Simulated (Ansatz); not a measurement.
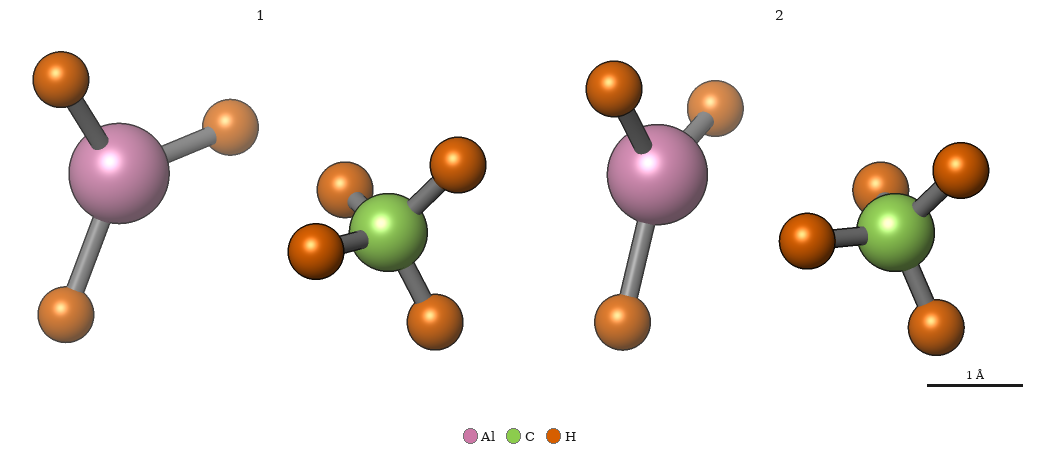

Two geometries of CH$_{7}$Al, drawn at one scale. One is the start of a relaxation, the other its converged end. The picture is a ball-and-stick view, seen at a tilt.

These are results of RKS PBE0/cc-pVDZ (Ansatz 0.2.0), not measurements. Set-up: no spin polarisation; force threshold 0.03 eV/Å; at most 50 steps.

**Which of the two is the end point?**

Structure 2 is the relaxed one. The run prepares an end point of a later path (reaction) calculation, from a guessed geometry. An H atom moves most after the best rigid fit: 0.53 Å. By element the largest moves are H 0.53 Å, Al 0.21 Å, C 0.13 Å. Among the contacts that change: Al–C 3.165 → 2.842 Å, Al–H 1.570 → 1.598 Å, C–H 1.112 → 1.106 Å. Among the angles between lasting bonds that change: H–C–H 111.3° → 113.4°. Over 6 geometry steps the energy falls by 15.6 kJ/mol. The largest force component goes from 0.48 to 0.02 eV/Å.
